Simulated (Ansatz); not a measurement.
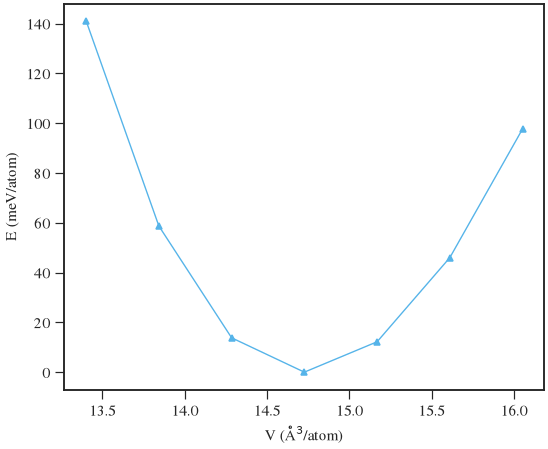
Figure: MoPt3 in space group Pmm2 (No. 25; Mo on 1a, Pt on 1d, Pt on 1c, Pt on 1b) under volume change, the program Ansatz at the LDA level (PAW), shape and atoms relaxed at each volume.

Q: What does a third-order Birch–Murnaghan fit give for V₀, B₀ and B′?

A: V₀ = 14.73 Å³/atom, B₀ = 312 GPa, B′ = 5.1.

The first step of the workflow began from a Materials Project structure, measured or hypothetical; the Crystallography Open Database copy checked does not list it. With Mo and Pt taken as one species the cell has the higher symmetry P6_3/mmc, so it may be an ordered model of a mixed-site phase. Its standing as an ambient phase is unchecked. The LDA relaxation kept the symmetry of its start; its stability against distortions is not shown here. No spin polarisation was allowed. Scalar-relativistic: spin–orbit coupling is off unless named, which matters more the heavier the elements.

Potentials: the later of the program's two PAW sets.
